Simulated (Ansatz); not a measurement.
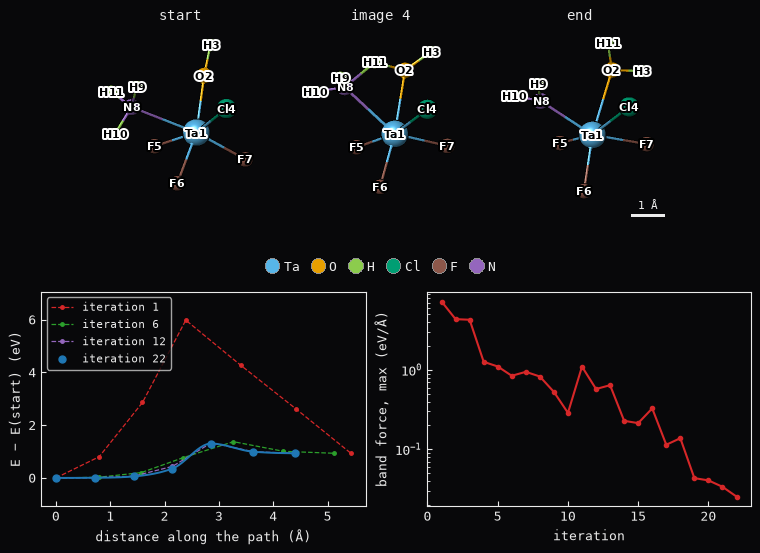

NEB run on TaNH$_{4}$OClF$_{3}$. Images are numbered from 0 (start) to 6 (end). The plot follows the band through its iterations. Style: ball-and-stick. Shown at a tilt.

These are results of RKS PBE0-D4/def2-SVP in Ansatz 0.2.0, not measurements. Set-up: 5 movable images; climbing image; force threshold 0.03 eV/Å; iteration limit 60; starting path through a guess of the saddle point.

### Did the band converge, and can the barrier be trusted?

The result is final at these settings. The band converged in 22 iterations. The largest component of the band force went from 7.3 to 0.025 eV/Å. The climbing image converged on the top of the path. Its vibrational analysis gives one imaginary mode (957i cm⁻¹), as a transition state must have. The first iteration put the highest image at 5.98 eV. Forward barrier 1.30 eV, backward barrier 0.37 eV, with image 4 at the top; the reaction energy is +0.93 eV.

Cost: 5.2 min on 4 threads of Arm Neoverse V2, with other jobs on the host, peak memory 0.46 GiB.
